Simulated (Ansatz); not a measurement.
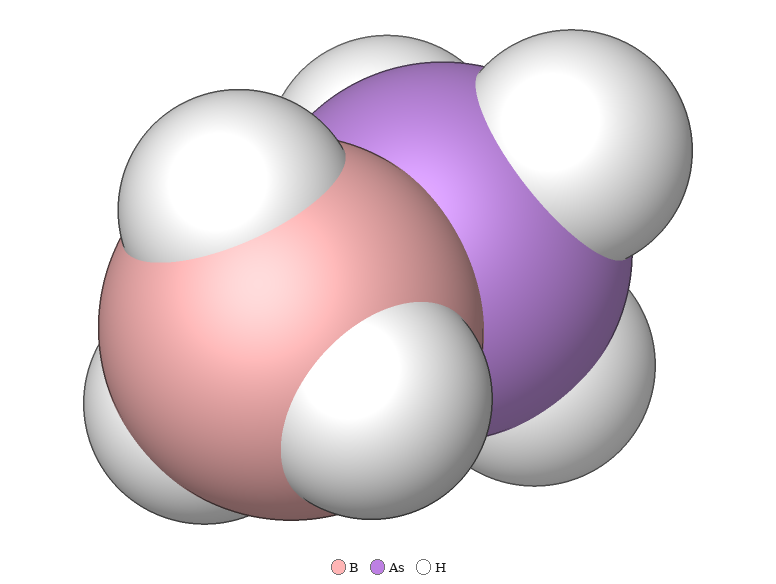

The computed structure is the end point of a PBE-D4/def2-SVP optimisation. No frequency run is at hand to confirm it as a minimum.

Give the structural formula.

SMILES: [BH3-][AsH3+]

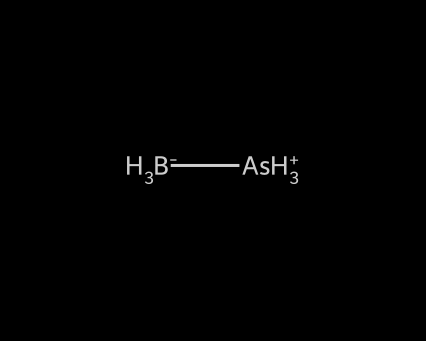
